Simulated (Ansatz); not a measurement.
## AlV2C, pressure series

Start from AlV2C (space group P6_3/mmc, No. 194; a = 2.885 Å, c = 13.117 Å).

Cell and atoms are relaxed at each pressure.

Calculations: Ansatz (a program for electronic structure), r2SCAN, PAW, cutoff 500 eV, no spin-orbit coupling.

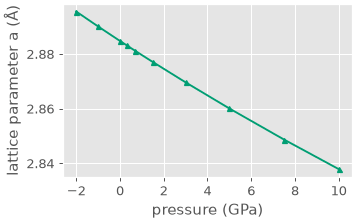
Figure. Lattice parameter a against pressure

From the plot, what is the lattice parameter a for pressure 0.7 GPa?

About 2.881 Å.

Is the trend monotonic over the range shown?

Yes, it falls throughout, spanning 2.838 Å to 2.896 Å.

Load acts through the strain it causes; cell and atoms are relaxed under it. Stability against distortions was not tested. No other phases were tried under pressure. Starting moments died away, wholly or in part, for the base; another magnetic solution may exist. The final runs are not spin-polarised.
